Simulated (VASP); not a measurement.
Band structure of Si (space group P6_3/mmc). Computed with r2SCAN meta-GGA, VASP's PBE PAW potentials (set 64) (plane waves; VASP).

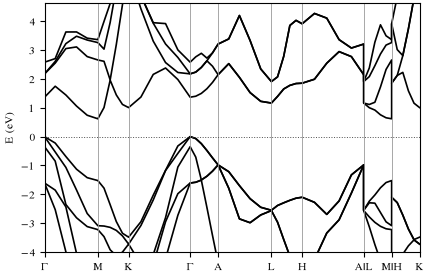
*Bands along high-symmetry lines, zero at the valence-band maximum or, without a gap, the Fermi level*

Q: Read the plot: is there a gap, and where are the band edges?

A: The gap is indirect, 0.62 eV, from the valence maximum at Γ to the conduction minimum at M.

The structure comes from a computed database's Si entry (P6_3/mmc); how it stands against other phases isn't given here. It was relaxed first.
